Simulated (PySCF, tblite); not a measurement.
# C4H7N3Si: geometry, infrared bands and NMR shifts

What infrared bands and NMR shifts should C4H7N3Si (`Cc1nnncc1[SiH3]`) show?

Computed with tblite 0.8.0 and PySCF 2.14.0, with density-fitted response routines of our own, on a single molecule in the gas phase. Atoms are numbered from 0 throughout.

### 1 Starting geometry

15 atoms, charge 0, multiplicity 1; geometry from: force field or distance geometry start.

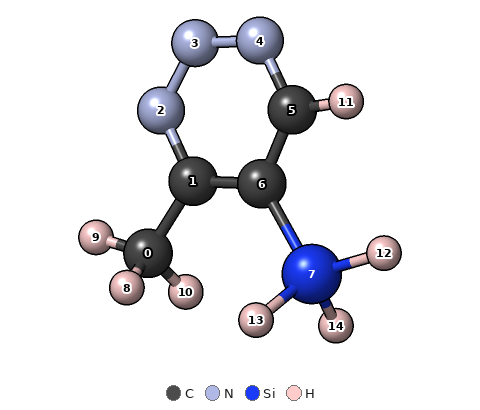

The starting geometry (carbon dark grey, nitrogen light blue, silicon blue, hydrogen pink), atoms numbered.

### 2 Optimising the geometry with GFN2-xTB

The job: settings as JSON, then the geometry in Å.

```
{"job": {"kind": "relax", "xc": "GFN2-xTB", "basis": "xTB"}, "charge": 0, "multiplicity": 1}
C     -0.538700    -1.890600     0.154400
C      0.486100    -0.805500     0.019400
N      1.777100    -1.260300    -0.001100
N      2.762500    -0.401700    -0.121200
N      2.569600     0.871100    -0.183500
C      1.300800     1.334800    -0.161800
C      0.190700     0.538500    -0.051900
Si    -1.486500     1.282700    -0.010200
H     -1.212700    -1.884900    -0.708600
H     -0.081100    -2.877400     0.204000
H     -1.130900    -1.761000     1.072400
H      1.239700     2.415700    -0.228700
H     -1.407000     2.757700    -0.110500
H     -2.293600     0.757300    -1.149800
H     -2.180300     0.931600     1.255200
```

Launch:

```sh
$ OMP_NUM_THREADS=1 python probes_run.py task.json out
```

This one command runs all jobs of the session in turn.

The program printed:

```text
step      E/eV     max force
  0    -613.91458    2.524
  1    -614.05466    0.718
  2    -614.06861    0.255
  3    -614.07265    0.160
  4    -614.07493    0.124
  5    -614.07671    0.122
  6    -614.07823    0.081
  7    -614.07894    0.093
  8    -614.07945    0.079
  9    -614.07994    0.058
 10    -614.08038    0.044
 11    -614.08069    0.037
 12    -614.08090    0.038
 13    -614.08111    0.039
 14    -614.08137    0.044
 15    -614.08171    0.047
 16    -614.08206    0.043
 17    -614.08235    0.038
 18    -614.08256    0.036
 19    -614.08275    0.035
 20    -614.08297    0.037
 21    -614.08315    0.032
 22    -614.08328    0.025
 23    -614.08338    0.023
 24    -614.08349    0.025
 25    -614.08361    0.028
 26    -614.08371    0.023
 27    -614.08376    0.021
 28    -614.08379    0.014
 29    -614.08381    0.012
 30    -614.08384    0.013
 31    -614.08385    0.009
```

Wall time 0.2 s (1 thread of Arm Neoverse V1, shared host).

The steps of the relaxation:

| step | energy from step 0 (eV) | largest force (eV/Å) |
| --- | --- | --- |
| 0 | 0.0000 | 2.5242 |
| 1 | -0.1401 | 0.7177 |
| 2 | -0.1540 | 0.2552 |
| 3 | -0.1581 | 0.1599 |
| 4 | -0.1603 | 0.1236 |
| 5 | -0.1621 | 0.1220 |
| 6 | -0.1636 | 0.0807 |
| 7 | -0.1644 | 0.0926 |
| 8 | -0.1649 | 0.0792 |
| 9 | -0.1654 | 0.0584 |
| 10 | -0.1658 | 0.0440 |
| 11 | -0.1661 | 0.0366 |
| 12 | -0.1663 | 0.0383 |
| 13 | -0.1665 | 0.0388 |
| 14 | -0.1668 | 0.0442 |
| 15 | -0.1671 | 0.0465 |
| 16 | -0.1675 | 0.0433 |
| 17 | -0.1678 | 0.0379 |
| 18 | -0.1680 | 0.0355 |
| 19 | -0.1682 | 0.0353 |
| 20 | -0.1684 | 0.0374 |
| 21 | -0.1686 | 0.0323 |
| 22 | -0.1687 | 0.0254 |
| 23 | -0.1688 | 0.0234 |
| 24 | -0.1689 | 0.0251 |
| 25 | -0.1690 | 0.0278 |
| 26 | -0.1691 | 0.0230 |
| 27 | -0.1692 | 0.0206 |
| 28 | -0.1692 | 0.0144 |
| 29 | -0.1692 | 0.0119 |
| 30 | -0.1693 | 0.0127 |
| 31 | -0.1693 | 0.0093 |

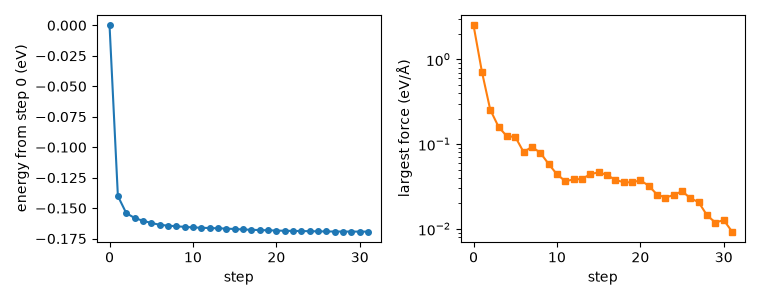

Energy and force, step by step.

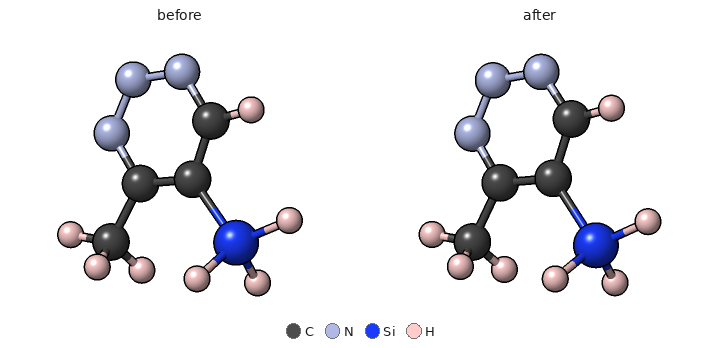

The geometry before (left) and after (right).

Distances of close pairs at the start and the end, largest changes first:

```
   bond  before (Å)  after (Å)  change (Å)
 C6–Si7       1.835      1.888      +0.053
  C1–N2       1.369      1.330      -0.038
Si7–H13       1.492      1.463      -0.029
  C1–C6       1.378      1.403      +0.025
  N4–C5       1.351      1.326      -0.025
  N2–N3       1.312      1.289      -0.023
Si7–H14       1.485      1.463      -0.022
  C5–C6       1.371      1.391      +0.021
```

The end geometry stands in the next job.

### 3 Harmonic vibrations with GFN2-xTB

The job: settings as JSON, then the geometry in Å.

```
{"job": {"kind": "ir", "xc": "GFN2-xTB", "basis": "xTB"}, "charge": 0, "multiplicity": 1}
C     -0.550322    -1.862386     0.153674
C      0.504738    -0.819633     0.028934
N      1.763696    -1.248645    -0.005466
N      2.747695    -0.422806    -0.112745
N      2.568404     0.851050    -0.190591
C      1.339781     1.349110    -0.160666
C      0.207167     0.549131    -0.049510
Si    -1.541781     1.259310    -0.009636
H     -1.222637    -1.815733    -0.701271
H     -0.088911    -2.844860     0.200381
H     -1.138737    -1.692094     1.053674
H      1.272018     2.426849    -0.229773
H     -1.423972     2.711550    -0.112835
H     -2.281814     0.702702    -1.142394
H     -2.159737     0.864447     1.256312
```

The program printed:

```text
mode    cm-1     km/mol
  1      59.6      1.61
  2      78.1      2.48
  3     118.4      0.06
  4     184.8      0.16
  5     189.1      1.67
  6     299.4      0.10
  7     333.9      1.64
  8     409.9      9.80
  9     447.4      2.98
 10     544.0     47.08
 11     570.5     68.30
 12     578.8     11.28
 13     714.0      4.55
 14     757.1     12.04
 15     768.3    156.39
 16     772.1    148.82
 17     790.1    434.32
 18     880.0      4.36
 19     884.8     15.04
 20     990.4      0.02
 21    1014.7     16.32
 22    1084.6      9.89
 23    1130.5      4.22
 24    1166.4     21.79
 25    1242.5      1.40
 26    1318.7     26.23
 27    1375.9      7.27
 28    1391.1     22.89
 29    1450.9     18.44
 30    1458.5     12.81
 31    1470.9    162.67
 32    1494.6     35.14
 33    2273.8    207.51
 34    2274.4    293.30
 35    2296.6    281.84
 36    3013.0     13.88
 37    3022.7      9.18
 38    3048.5     33.28
 39    3061.1      5.78
```

Wall time 0.48 s (1 thread of Arm Neoverse V1, shared host).

The strongest bands and the atoms that carry them (share of the mass-weighted mode):

| cm⁻¹ | km/mol | atoms |
| --- | --- | --- |
| 570 | 68.3 | H13 29 %, H14 28 %, C6 18 % |
| 768 | 156.4 | H13 48 %, H14 46 % |
| 772 | 148.8 | H12 55 %, H14 21 %, H13 19 % |
| 790 | 434.3 | H12 34 %, H14 26 %, H13 25 %, Si7 10 % |
| 1471 | 162.7 | C6 33 %, C1 32 %, N3 11 % |
| 2274 | 207.5 | H13 94 % |
| 2274 | 293.3 | H14 93 % |
| 2297 | 281.8 | H12 96 % |

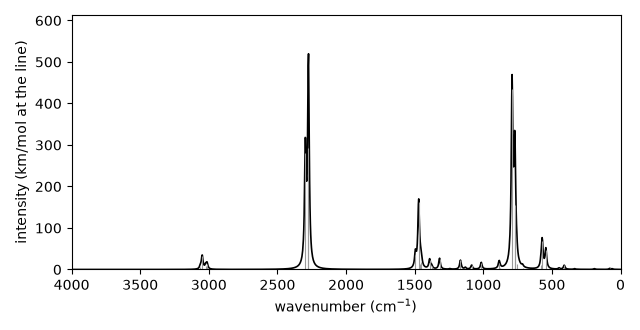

The infrared spectrum from these modes, unscaled. Lines are broadened to a width of 14 cm⁻¹ (Lorentzian).

### 4 Nuclear shieldings: PBE0/pcSseg-1

Same as in step 3 but for these lines:

```diff
@@ -1,2 +1,2 @@
-{"job": {"kind": "ir", "xc": "GFN2-xTB", "basis": "xTB"}, "charge": 0, "multiplicity": 1}
+{"job": {"kind": "nmr", "xc": "PBE0", "basis": "pcSseg-1"}, "charge": 0, "multiplicity": 1}
 C     -0.550322    -1.862386     0.153674
```

With the program's defaults for keys left out, this is: GIAO PBE0/pcSseg-1 NMR shielding, non-relativistic, gas phase.

The program printed:

```text
coarse grid: 13496 points
cycle   1  E = -609.6860450520  dE =  1.317e+00  |g| = 4.119e-01  |ddm| = 3.848e+00
cycle   2  E = -609.6919685786  dE = -5.924e-03  |g| = 3.784e-01  |ddm| = 7.218e-01
cycle   3  E = -609.7187009079  dE = -2.673e-02  |g| = 1.176e-01  |ddm| = 3.262e-01
cycle   4  E = -609.7212662461  dE = -2.565e-03  |g| = 3.995e-02  |ddm| = 1.215e-01
cycle   5  E = -609.7216015457  dE = -3.353e-04  |g| = 1.146e-02  |ddm| = 3.781e-02
cycle   6  E = -609.7216252165  dE = -2.367e-05  |g| = 5.206e-03  |ddm| = 1.471e-02
cycle   7  E = -609.7216317984  dE = -6.582e-06  |g| = 7.541e-04  |ddm| = 5.575e-03
final grid: 127344 points
cycle   8  E = -609.7637693760  dE = -3.455e-05  |g| = 5.882e-03  |ddm| = 4.396e-02
cycle   9  E = -609.7637698042  dE = -4.281e-07  |g| = 5.796e-03  |ddm| = 1.353e-02
cycle  10  E = -609.7637781744  dE = -8.370e-06  |g| = 7.720e-04  |ddm| = 6.513e-03
cycle  11  E = -609.7637782985  dE = -1.241e-07  |g| = 3.375e-04  |ddm| = 1.003e-03
cycle  12  E = -609.7637783250  dE = -2.652e-08  |g| = 1.002e-04  |ddm| = 3.762e-04
cycle  13  E = -609.7637783270  dE = -1.968e-09  |g| = 3.004e-05  |ddm| = 9.775e-05
cycle  14  E = -609.7637783272  dE = -1.849e-10  |g| = 5.132e-06  |ddm| = 3.053e-05
converged SCF energy = -609.7637783272

GIAO shielding tensors (ppm)
atom      isotropic    diamagn.    paramagn.     s11        s22        s33       span
  0 C      161.370     250.359     -88.989    142.022    155.061    187.026     45.004
  1 C       20.209     253.689    -233.480   -107.185      7.391    160.420    267.604
  2 N     -161.176     325.195    -486.370   -484.718   -229.529    230.720    715.438
  3 N     -272.129     310.577    -582.706   -762.398   -250.779    196.791    959.189
  4 N     -161.463     325.125    -486.588   -505.499   -240.400    261.509    767.008
  5 C       28.627     248.663    -220.036   -104.060     42.783    147.159    251.219
  6 C       61.990     263.786    -201.796    -43.547     36.826    192.692    236.239
  7 Si     425.560     881.961    -456.401    393.357    426.964    456.358     63.000
  8 H       28.968      30.331      -1.362     24.527     29.177     33.201      8.674
  9 H       28.441      28.929      -0.488     24.044     26.140     35.139     11.095
 10 H       28.967      30.344      -1.377     24.511     29.204     33.185      8.674
 11 H       22.574      30.435      -7.861     18.810     19.027     29.886     11.076
 12 H       27.428      29.572      -2.144     23.801     25.973     32.510      8.709
 13 H       27.169      29.571      -2.402     23.574     26.172     31.760      8.187
 14 H       27.168      29.578      -2.410     23.572     26.179     31.754      8.183
```

It took 24 s on 1 thread of Arm Neoverse V1, shared host; peak memory 0.81 GiB.

The references, computed at this level on geometries of the same kind, shield at (ppm): ¹H TMS 31.72, ¹³C TMS 186.9, ²⁹Si TMS 349.2, ¹⁵N NH3 267.7. Their shielding less the atom's gives the shift. The references are single molecules in the gas phase, so shifts against H2O, NH3, PH3, H3PO4 or CFCl3 are not on the usual liquid scales and can be off by tens of ppm. Atoms listed in one row are averaged.

```csv
atoms,environment,σ (ppm),δ (ppm),δ scaled to CDCl3
C1,substituted aromatic carbon next to a ring nitrogen,20.2,166.7,160.8
C5,aromatic CH next to a ring nitrogen,28.6,158.3,152.6
C6,substituted aromatic carbon,62.0,124.9,120.0
C0,methyl carbon on an aromatic ring,161.4,25.6,23.0
H11,hydrogen on an aromatic CH next to a ring nitrogen,22.57,9.14,8.73
"H12, H13, H14",hydrogen on a silicon bonded to C,27.26,4.46,–
"H8, H9, H10",hydrogen on a methyl carbon on an aromatic ring,28.79,2.92,2.86
N3,pyridine-type ring nitrogen,-272.1,539.9,–
N4,pyridine-type ring nitrogen,-161.5,429.2,–
N2,pyridine-type ring nitrogen,-161.2,428.9,–
Si7,"silicon bonded to C, 3 H",425.6,-76.4,–
```

The scaled column applies a straight-line fit of computed shieldings to shifts measured in CDCl3 (root-mean-square error 0.16 ppm for H, 1.9 ppm for C).

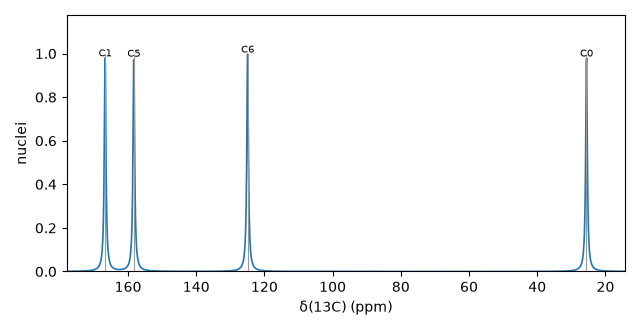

¹³C lines at the computed shifts, without couplings. Lines are broadened to a width of 0.56 ppm (Lorentzian).

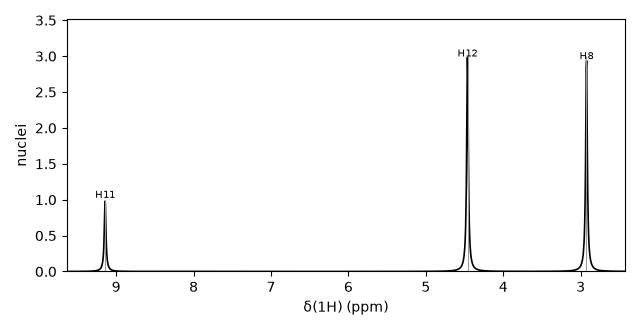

¹H lines at the computed shifts, without couplings. Lines are broadened to a width of 0.02 ppm (Lorentzian).

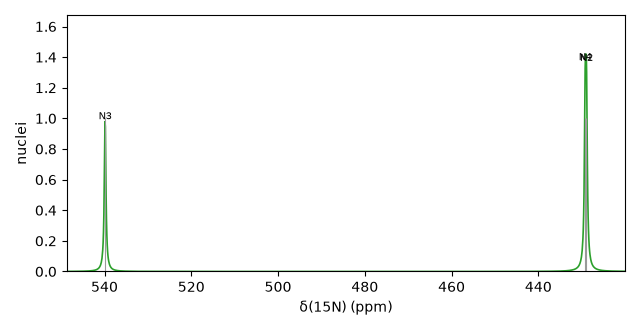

¹⁵N lines at the computed shifts, without couplings. Lines are broadened to a width of 0.44 ppm (Lorentzian).

The run also stored atomic charges by several schemes (e):

| atoms | Mulliken | IAO | Hirshfeld | ESP fit |
| --- | --- | --- | --- | --- |
| C0 | -0.20 | -0.44 | -0.11 | -0.90 |
| C1 | 0.11 | 0.16 | 0.08 | 1.30 |
| N2 | -0.28 | -0.18 | -0.11 | -0.64 |
| N3 | -0.01 | -0.01 | -0.04 | 0.12 |
| N4 | -0.26 | -0.17 | -0.11 | -0.64 |
| C5 | 0.24 | 0.00 | 0.03 | 1.04 |
| C6 | -0.50 | -0.31 | -0.09 | -1.00 |
| Si7 | 0.56 | 0.60 | 0.33 | 0.26 |

Mulliken charges:

C0 -0.20; C1 0.11; N2 -0.28; N3 -0.01; N4 -0.26; C5 0.24; C6 -0.50; Si7 0.56; H8 0.15; H9 0.15; H10 0.15; H11 0.11; H12 -0.08; H13 -0.07; H14 -0.07

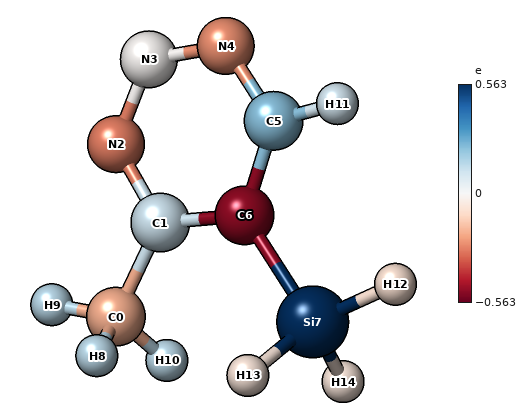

Mulliken charges, as colours on the atoms.

Mayer bond orders: C0–C1 1.08, C1–N2 1.43, N2–N3 1.37, N3–N4 1.37, N4–C5 1.42, C5–C6 1.40, C6–Si7 0.84, C6–C1 1.27.

Ring of atoms C1, N2, N3, N4, C5, C6: NICS(0) -3.5, NICS(1) -11.3, NICS(1)zz -27.0 ppm (means of both faces).

### 5 Summary of results

```
                                                              quantity                          value
                             strongest single infrared mode (GFN2-xTB)           790 cm⁻¹, 434 km/mol
                                          zero-point energy (GFN2-xTB)                  64.3 kcal/mol
                                ¹³C shifts against TMS (PBE0/pcSseg-1)  166.7, 158.3, 124.9, 25.6 ppm
¹H shifts against TMS (PBE0/pcSseg-1, means over atoms taken as alike)           9.14, 4.46, 2.92 ppm
                                ¹⁵N shifts against NH3 (PBE0/pcSseg-1)        539.9, 429.2, 428.9 ppm
                               ²⁹Si shifts against TMS (PBE0/pcSseg-1)                      -76.4 ppm
```

What this shows: Relaxing lowered the energy by 0.169 eV in 31 steps; the close pair that moved most is C6–Si7, from 1.835 to 1.888 Å. All 39 modes are real, so the xTB geometry is a minimum. The strongest single mode, at 790 cm⁻¹, moves mainly H12, H14 and H13. GFN2-xTB is a fitted tight-binding method: band positions and strengths are rough. Its intensities can rank the bands wrongly. At PBE0/pcSseg-1: Shielding is most anisotropic at N3 (span 959 ppm, paramagnetic term -583 ppm). NICS(1)zz of -27 ppm above the planar ring from C1 marks a diatropic (aromatic) ring current.
